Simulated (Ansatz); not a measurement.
# CGaOP (SMILES O=C=[P][Ga]): what the fields show

Input

```
crystal:
  periodic: [false, false, false]
  atoms:
    - symbol: C
      position_ang: [-0.740061, 0.061719, -0.735764]
    - symbol: Ga
      position_ang: [-2.347397, -0.182664, 1.505306]
    - symbol: O
      position_ang: [-0.630550, -0.867500, -1.433047]
    - symbol: P
      position_ang: [-0.902113, 1.374659, 0.260309]
basis:
  gaussian:
    orbitals: def2-TZVPD
output:
  forces: true
  orbitals: {seedname: orbitals}
hamiltonian:
  xc: pbe0
```

Launched as:

```sh
ansatz run input.yaml --threads 1 --pin off --max-ram 2610MiB --events-out events.jsonl --progress --plain --runs-dir runs
```

Geometry: PBE0-D3(BJ)/pcseg-1.

Computed with isolated molecule in a Gaussian basis; Kohn-Sham density functional theory, functional PBE0 (Ansatz 0.2.0).

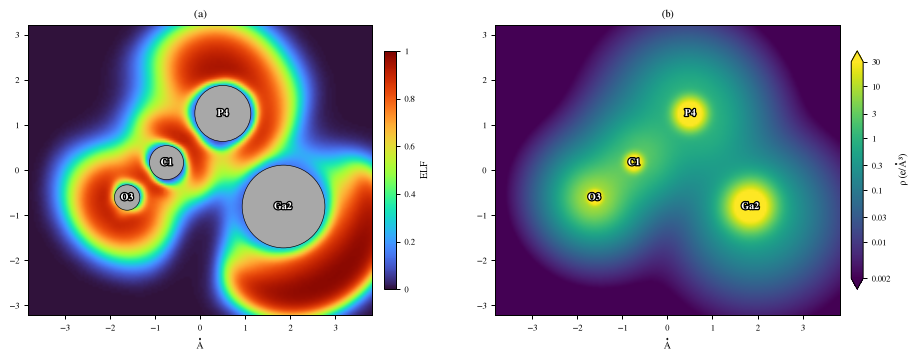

Figure 1. (a) ELF; (b) total electron density on the molecular plane. Grey discs cover the atomic cores in the ELF map.

> What do the fields say about this system?

The plane passes through C, Ga, O and P nuclei.
C–O (1.17 Å): the density is about 3.7 e/Å³ at the midpoint; the ELF peaks at about 0.85 between the atoms: a short, multiple covalent bond.
C–P (1.66 Å): ρ at the midpoint is about 1.3 e/Å³; the ELF peaks at about 0.90 between the atoms, as expected for a covalent bond.
Ga–P (2.46 Å): ρ at the midpoint is about 0.45 e/Å³; the ELF peaks at about 0.80 in the valence shell of P, 1.0 Å from its nucleus, and is about 0.65 at the midpoint.
The ELF also peaks beside O3 and P4, away from the bonds: lone-pair regions.

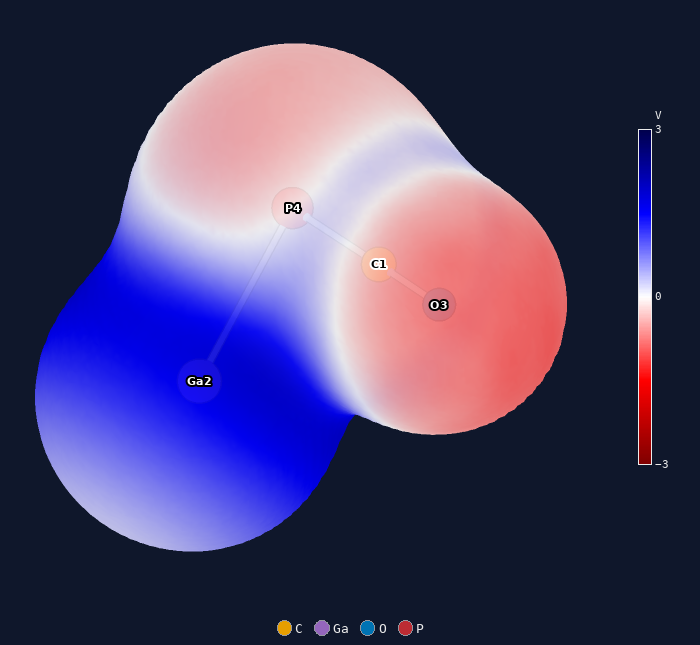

Figure 2. The electrostatic potential painted on the density surface at 0.002 e/bohr³, seen at a tilt; red is negative and blue positive.

> Describe the electrostatic potential map.

The most negative region (about −0.9 V) lies over O3, the most positive (about +2.2 V) over Ga2.

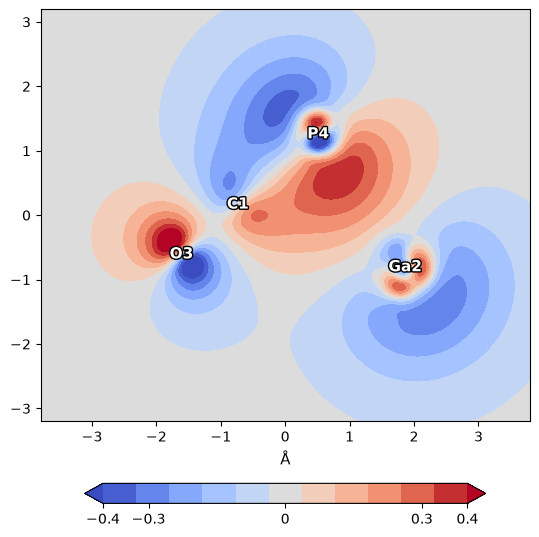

Figure 3. The HOMO on the molecular plane (values in Å⁻³ᐟ²; the overall sign is arbitrary).

> What is the character of this orbital?

It lies mainly on Ga2 (about 45 %), P4 (about 35 %), C1 (about 10 %) and O3 (about 10 %); it is symmetric in the molecular plane (an in-plane orbital: σ, lone-pair or in-plane π type). Its energy is −6.57 eV.
